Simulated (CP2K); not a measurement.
**C2H9BSSi (SMILES BCSC[SiH3]) at PM3**

What is the vertical electron affinity of C2H9BSSi at PM3? 

The calculation is run with CP2K 2026.2.

1 further run of the same task is left out (it didn't finish).

### Step 1. The structure to begin with

C2H9BSSi has 14 atoms, charge 0, and is taken as a singlet. SMILES: `BCSC[SiH3]`. The shape comes from a force field and isn't a relaxed structure. This is one conformer, not always the lowest.

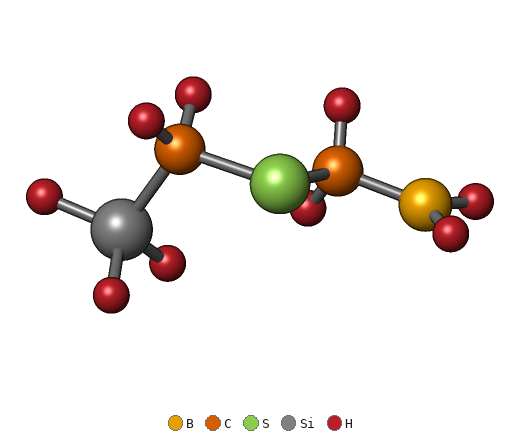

The structure, seen from a chosen angle (boron amber, carbon orange, sulfur green, silicon grey, hydrogen red).

### Step 2. Energy and gradient at PM3

molecule.xyz reads:

```xyz
14

B     -1.501200     2.050000     1.090800
C     -1.105500     0.793800     0.281800
S     -0.021700    -0.210200     1.304600
C      0.398300    -1.486500     0.058300
Si     1.770800    -1.010500    -1.035800
H     -1.165200     2.315600     2.176500
H     -2.250800     2.874200     0.571600
H     -0.543700     1.128300    -0.651900
H     -2.002600     0.226800     0.062500
H     -0.571000    -1.681600    -0.540500
H      0.578600    -2.440300     0.602900
H      1.469000     0.229000    -1.749500
H      2.901900    -0.741800    -0.191500
H      2.030200    -2.076100    -1.951000
```

calc.inp reads:

```
&FORCE_EVAL
    METHOD QS
    &DFT
        &QS
            METHOD PM3
            EPS_DEFAULT 1.0E-10
            &SE
                &COULOMB
                    CUTOFF [angstrom] 50
                    RC_RANGE [angstrom] 0
                &END COULOMB
                &EXCHANGE
                    CUTOFF [angstrom] 50
                    RC_RANGE [angstrom] 0
                &END EXCHANGE
            &END SE
        &END QS
        # cluster boundary conditions
        &POISSON
            PERIODIC NONE
            POISSON_SOLVER ANALYTIC
        &END POISSON
        &SCF
            SCF_GUESS ATOMIC
            EPS_SCF 1.0E-06
            MAX_SCF 150
            ADDED_MOS 4
            &DIAGONALIZATION
                ALGORITHM STANDARD
            &END DIAGONALIZATION
            &MIXING
                METHOD DIRECT_P_MIXING
                ALPHA 0.4
            &END MIXING
        &END SCF
        &PRINT
            &MOMENTS
                PERIODIC F
                REFERENCE COM
                MAX_MOMENT 1
            &END MOMENTS
            &MO ON
                ENERGIES T
                OCCUPATION_NUMBERS T
                NDIGITS 6
                &EACH
                    QS_SCF 0
                &END EACH
                ADD_LAST NUMERIC
            &END MO
            &HIRSHFELD OFF
            &END HIRSHFELD
        &END PRINT
    &END DFT
    # structure
    &SUBSYS
        &CELL
            ABC 17.2 17.3 16.1
            PERIODIC NONE
        &END CELL
        &TOPOLOGY
            COORD_FILE_NAME molecule.xyz
            COORD_FILE_FORMAT XYZ
            &CENTER_COORDINATES
            &END CENTER_COORDINATES
        &END TOPOLOGY
    &END SUBSYS
    # extra output
    &PRINT
        &FORCES ON
        &END FORCES
    &END PRINT
&END FORCE_EVAL

&GLOBAL
    PROJECT calc
    RUN_TYPE ENERGY_FORCE
    PRINT_LEVEL MEDIUM
&END GLOBAL
```

Launch:

```console
$ OMP_NUM_THREADS=1 cp2k.psmp calc.inp > calc.out
```

The log of the run:

```text
CP2K| version string:                                       CP2K version 2026.2
[...]
 GLOBAL| Method name                                                        CP2K
[...]
 GLOBAL| Run type                                                   ENERGY_FORCE
[...]
                             - Atoms:                                         14
[...]
                             - Spherical basis functions:                     29
[...]
 Number of electrons:                                                         30
[...]
     1 P_Mix/Diag. 0.40E+00    0.0     0.72078222       -18.4841455766 -1.85E+01
[...]
    18 DIIS/Diag.  0.24E-06    0.0     0.00000058       -25.4083652564 -3.38E-12
  *** SCF run converged in    18 steps ***
  Core-core repulsion energy [eV]:                           1929.64888627500159
  Core Hamiltonian energy [eV]:                             -1004.26054905229171
  Two-electron integral energy [eV]:                        -3233.57023476608128
  Electronic energy [eV]:                                   -2621.04566643533235
  Total energy [eV]:                                         -691.39678016033076
  Atomic reference energy [eV]:                               692.09081895185864
  Heat of formation [kcal/mol]:                                16.00491601728833
[...]
 SE_DIPOLE| Moment [Debye]          0.82106330       0.22395615       1.78139634
 SE_DIPOLE| Derivative [a.u.]       0.00000000       0.00000000       0.00000000
 ENERGY| Total FORCE_EVAL ( QS ) energy [hartree]            -25.408365256431267
 FORCES| Atomic forces [hartree/bohr]
 FORCES|   Atom     x               y               z               |f|
 FORCES|      1 -1.82710431E-02  1.64702575E-02 -1.84886209E-02   3.07722196E-02
 FORCES|      2  2.29147160E-02  8.41869330E-03 -2.05908182E-03   2.44989474E-02
 FORCES|      3  8.65383444E-03 -1.15512531E-02 -1.20896153E-02   1.88276153E-02
 FORCES|      4 -4.00316640E-02 -7.17214836E-03  6.81008342E-03   4.12353134E-02
 FORCES|      5 -5.88277304E-03  5.90167958E-03  8.04153583E-03   1.15802910E-02
 FORCES|      6  3.47388296E-03  7.60986269E-04  8.72892705E-03   9.42555730E-03
 FORCES|      7  1.08208467E-02 -1.12339134E-02  8.37481522E-03   1.77039279E-02
 FORCES|      8 -1.63663993E-02 -7.05656357E-03  1.42754350E-02   2.28351081E-02
 FORCES|      9 -8.01316575E-03 -1.27385167E-04 -9.67281796E-03   1.25614673E-02
 FORCES|     10  2.42183328E-02  1.44054109E-03  1.16311682E-02   2.69051459E-02
 FORCES|     11  1.31072239E-03  6.69174820E-03 -3.92533560E-03   7.86802051E-03
 FORCES|     12 -2.83825694E-03  6.70170815E-03 -6.35649525E-03   9.66300297E-03
 FORCES|     13  1.52295041E-02  1.14862212E-03  5.76649833E-03   1.63251227E-02
[...]
```

Wall time 0.24 s (1 thread of Arm Neoverse V2, shared host).

### Step 3. The doublet anion at the same level

molecule.xyz is that of step 2.

molecule.inp reads:

```
&FORCE_EVAL
 METHOD Quickstep
 &DFT
  CHARGE -1
  MULTIPLICITY 2
  SPIN_POLARIZED T
  &QS
   METHOD PM3
   EPS_DEFAULT 1.0E-10
   &SE
    &COULOMB
     CUTOFF [angstrom] 50
     RC_RANGE [angstrom] 0
    &END COULOMB
    &EXCHANGE
     CUTOFF [angstrom] 50
     RC_RANGE [angstrom] 0
    &END EXCHANGE
   &END SE
  &END QS
  # isolated system
  &POISSON
   PERIODIC NONE
   POISSON_SOLVER ANALYTIC
  &END POISSON
  &SCF
   SCF_GUESS ATOMIC
   EPS_SCF 1.0E-06
   MAX_SCF 50
   &OT
    MINIMIZER CG
    PRECONDITIONER FULL_ALL
   &END OT
   &OUTER_SCF
    EPS_SCF 1.0E-06
    MAX_SCF 5
   &END OUTER_SCF
  &END SCF
  # extra output
  &PRINT
   &MOMENTS
    PERIODIC F
    REFERENCE COM
    MAX_MOMENT 1
   &END MOMENTS
   &MO_CUBES
    NLUMO 3
    NHOMO -1
    WRITE_CUBE F
   &END MO_CUBES
   &HIRSHFELD OFF
   &END HIRSHFELD
  &END PRINT
 &END DFT
 # atoms, cell and kinds
 &SUBSYS
  &CELL
   ABC 17.2 17.3 16.1
   PERIODIC NONE
  &END CELL
  &TOPOLOGY
   COORD_FILE_NAME molecule.xyz
   COORD_FILE_FORMAT XYZ
   &CENTER_COORDINATES
   &END CENTER_COORDINATES
  &END TOPOLOGY
 &END SUBSYS
 &PRINT
  &FORCES ON
  &END FORCES
 &END PRINT
&END FORCE_EVAL

&GLOBAL
 PROJECT_NAME molecule
 RUN_TYPE ENERGY_FORCE
 PRINT_LEVEL MEDIUM
&END GLOBAL
```

Launch:

```console
$ OMP_NUM_THREADS=1 cp2k.psmp -i molecule.inp -o molecule.out
```

The log of the run, cut to the lines that bear on the results:

```text
CP2K| version string:                                       CP2K version 2026.2
[...]
 GLOBAL| Method name                                                        CP2K
[...]
 GLOBAL| Run type                                                   ENERGY_FORCE
[...]
                             - Atoms:                                         14
[...]
                             - Spherical basis functions:                     29
[...]
 Number of electrons:                                                         16
[...]
     1 OT CG       0.15E+00    0.0     0.13318582       -20.0043297826 -2.00E+01
[...]
    16 OT CG       0.11E+01    0.0     0.00000081       -25.4024438575 -1.46E-09
  *** SCF run converged in    16 steps ***
  Core-core repulsion energy [eV]:                           1929.64888627500159
  Core Hamiltonian energy [eV]:                             -1023.69616799693517
  Two-electron integral energy [eV]:                        -3194.37673795778619
  Electronic energy [eV]:                                   -2620.88453697582827
  Total energy [eV]:                                         -691.23565070082657
  Atomic reference energy [eV]:                               692.09081895185864
  Heat of formation [kcal/mol]:                                19.72064991970834
[...]
 SE_DIPOLE| Moment [Debye]         -5.95022660       8.72209655       4.87788060
 SE_DIPOLE| Derivative [a.u.]       0.00000000       0.00000000       0.00000000
 *** WARNING in qs_scf_post_se.F:140 :: Printing of MO cube files not ***
 *** implemented for Semi-Empirical method.                           ***
 ENERGY| Total FORCE_EVAL ( QS ) energy [hartree]            -25.402443857793237
[...]
```

Run time: 1.3 s. Hardware: 1 thread of Arm Neoverse V2, shared host.

### Step 4. Results

Level: PM3.

```
                                                   quantity          value
                             singlet C2H9BSSi: total energy   -25.40837 Eh
                            singlet C2H9BSSi: dipole moment         1.97 D
                              singlet C2H9BSSi: HOMO energy       -8.50 eV
                              singlet C2H9BSSi: LUMO energy        0.41 eV
                            singlet C2H9BSSi: HOMO–LUMO gap        8.92 eV
singlet C2H9BSSi: heat of formation at this unrelaxed shape  16.0 kcal/mol
                 singlet C2H9BSSi: largest force on an atom     2.120 eV/Å
                                doublet anion: total energy   -25.40244 Eh
   doublet anion: heat of formation at this unrelaxed shape  19.7 kcal/mol
                    doublet anion: largest force on an atom     2.188 eV/Å
          vertical electron affinity (to the doublet anion)      -0.161 eV
```

**Reading.** The anion lies 0.16 eV (3.7 kcal/mol) above the neutral: the electron isn't bound at this level. The largest force (singlet C2H9BSSi) is 2.12 eV/Å: the shape isn't a stationary point for this species at this level.
